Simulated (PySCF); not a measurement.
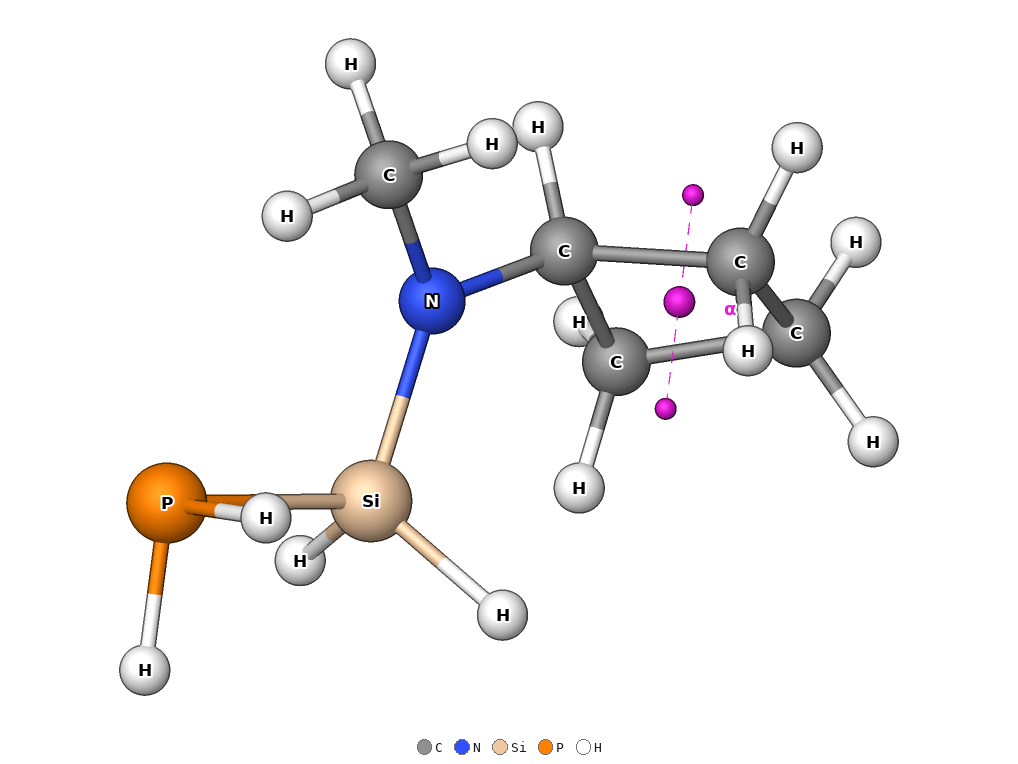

The small points mark where nucleus-independent chemical shifts (NICS) were computed: at the centre of each lettered ring and 1 Å above and below it. The computed structure is the end point of a GFN2-xTB optimisation. No frequency run is at hand to confirm it as a minimum. Method: GIAO PBE0/pcSseg-1 NMR shielding, non-relativistic, gas phase (PySCF 2.14.0).

Give NICS(0), NICS(1) and the out-of-plane component NICS(1)zz for each ring (means of the two sides).

| ring | members | NICS(0) | NICS(1) | NICS(1)zz |
| --- | --- | --- | --- | --- |
| α | C4 | −0.6 | −0.8 | 3.1 |

Values in ppm.

The geometry is semi-empirical. Around P, Si such bond lengths and angles can be off by a tenth of an ångström or more and by several degrees, and values that hang on the shape move with them.
